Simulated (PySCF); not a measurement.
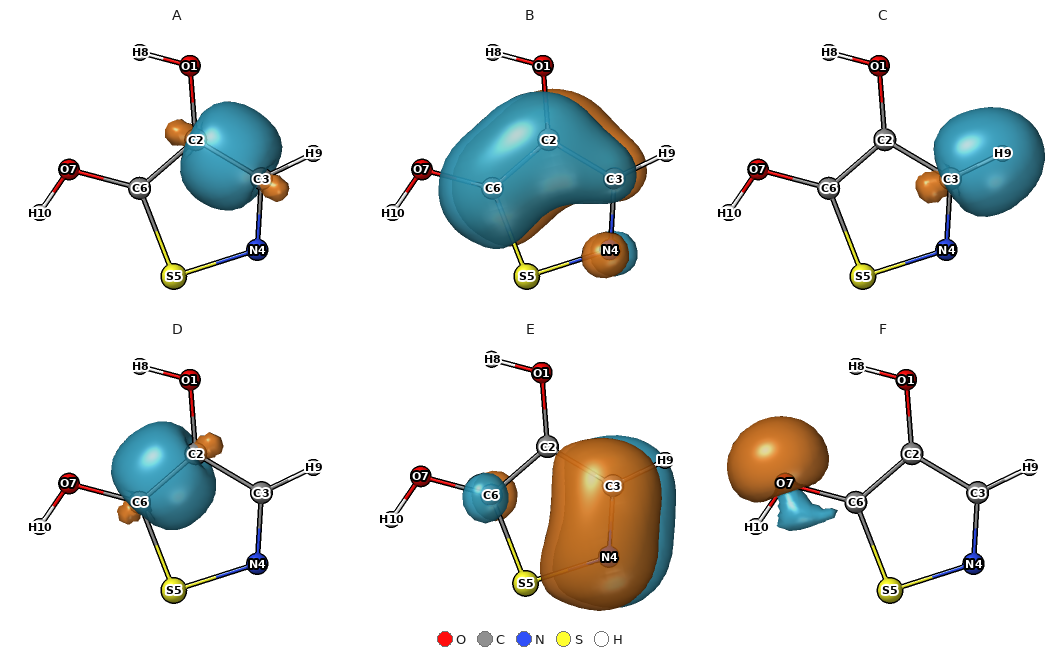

*C$_{3}$H$_{3}$NO$_{2}$S, SMILES `Oc1cnsc1O`. Pipek–Mezey orbitals, occupied; each surface holds about 85 % of the orbital's density. Energies are diagonal elements of the Fock matrix.*

Method: BLYP/def2-SVPD; geometry: GFN2-xTB; program: PySCF. No frequency check shows the geometry to be a minimum. GFN2-xTB bond lengths at metals and heavier atoms can be off by up to 0.1 Å and shapes distorted, which carries into these values.

Input

```python
import numpy as np
from pyscf import gto, scf, dft, lo
from pyscf.data.elements import chemcore

def solve(mol, dm0=None, hcore=None):
    mf = (dft.UKS if mol.spin else dft.RKS)(mol, xc='blyp')
    mf.grids.level = 3
    mf = mf.density_fit(auxbasis='def2-universal-jkfit')
    mf.conv_tol, mf.max_cycle = 1e-8, 80
    if hcore is not None:
        mf.get_hcore = lambda *args: hcore
    mf.kernel(dm0)
    if not mf.converged:
        mf = mf.newton().run(mf.mo_coeff, mf.mo_occ, max_cycle=30)
    assert mf.converged, 'SCF not converged'
    return mf

mol = gto.M(atom='''
O     -2.18597     0.77013     0.00000
C     -0.84941     0.54120     0.00000
C      0.13198     1.55517     0.00000
N      1.37502     1.15871     0.00000
S      1.47764    -0.47049     0.00000
C     -0.23742    -0.69294     0.00000
O     -0.88382    -1.88544     0.00000
H     -2.64582    -0.07829     0.00000
H     -0.08288     2.60813     0.00000
H     -0.25126    -2.61107     0.00000
''', basis='def2-svpd', charge=0, spin=0, verbose=4)
mf = solve(mol)
occ_all = mf.mo_coeff[:, mf.mo_occ > 0]
occ = occ_all[:, chemcore(mol):]
pm = lo.PM(mol, occ, pop_method='meta_lowdin')
loc = pm.kernel()
for _ in range(5):
    new, stable = pm.stability_jacobi(return_status=True)
    if stable:
        break
    loc = pm.kernel(new)
fock, s = mf.get_fock(), mf.get_ovlp()
ortho = lo.orth_ao(mol, 'meta_lowdin')
labels = mol.ao_labels(fmt=None)
vir = loc[:, :0]
both = np.hstack([loc, vir])
p = (ortho.T @ s @ both) ** 2
pop = np.array([p[[l[0] == a for l in labels]].sum(0) for a in range(mol.natm)])
spd = np.array([[p[[l[0] == a and l[2][-1] == k for l in labels]].sum(0) for k in 'spd'] for a in range(mol.natm)])
eps = np.einsum('pi,pq,qi->i', both, fock, both)
for i in np.argsort(eps):
    top = np.argsort(-pop[:, i])[:3]
    print('%3d %s %9.4f Eh ' % (i + 1, 'occ' if i < loc.shape[1] else 'vir', eps[i]), '  '.join('%s%d %.3f' % (mol.atom_symbol(a), a + 1, pop[a, i]) for a in top))
np.savez('result.npz', c=both, nocc=loc.shape[1], pop=pop, spd=spd, eps=eps, e=mf.e_tot)
```

Run with:

```sh
OMP_NUM_THREADS=1 python input.py
```

The run took 52 s on 1 thread of Arm Neoverse V1, on a shared host, peak memory 0.62 GiB.

What does each orbital represent in a Lewis picture?

By panel:
- A: σ bond C2–C3 (C2 50 %, C3 48 %; −15.1 eV)
- B: delocalised π orbital mainly over C2, C6 and C3 (C2 47 %, C6 42 %, C3 8 %; −8.0 eV)
- C: σ bond C3–H9 (C3 56 %, H9 43 %; −12.7 eV)
- D: σ bond C6–C2 (C6 50 %, C2 48 %; −16.1 eV)
- E: π bond N4–C3 (N4 57 %, C3 38 %; −8.2 eV)
- F: lone pair on O7 (sp1.3-type) (O7 98 %; −13.2 eV)
